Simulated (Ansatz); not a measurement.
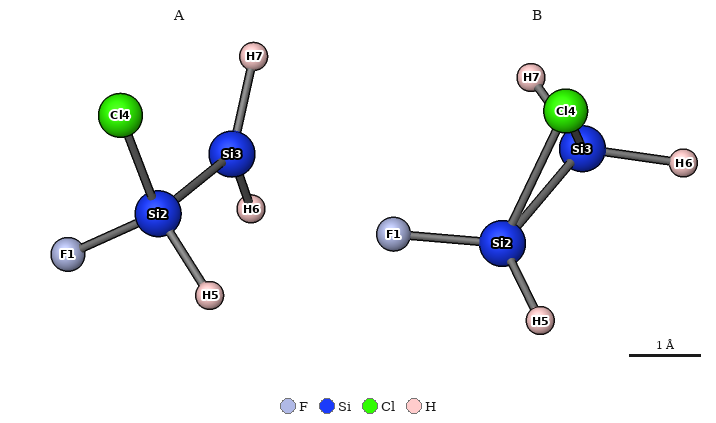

Two geometries of Si₂H₃ClF (charge +1), drawn at one scale. One is the start of a relaxation, the other its converged end. A ball-and-stick model, seen from a free direction.

Level of theory: Ansatz, RKS PBE0-D4/def2-TZVP. Set-up: force threshold 0.005 eV/Å; at most 200 steps.

### Which of the two is the end point?

Structure B is the relaxed one. After 21 accepted moves (22 points after the start) the energy has fallen by 69.6 kJ/mol. Largest force component: 1.3 eV/Å at the start, 0.0049 eV/Å at the end. The line search rejected the trial step at point 20 of the run. H6 moves most after the best rigid fit: 1.69 Å. By element the largest moves are H 1.69 Å, Cl 1.57 Å, F 0.68 Å, Si 0.63 Å. Among the contacts that change: Si3–Cl4 3.676 → 2.239 Å, Si2–Cl4 1.968 → 2.221 Å, Si2–Si3 2.412 → 2.267 Å, F1–Si2 1.603 → 1.560 Å. Among the angles between lasting bonds that change: Si3–Si2–Cl4 113.7° → 59.8°, F1–Si2–Si3 94.9° → 118.4°, Si3–Si2–H5 109.0° → 127.4°.
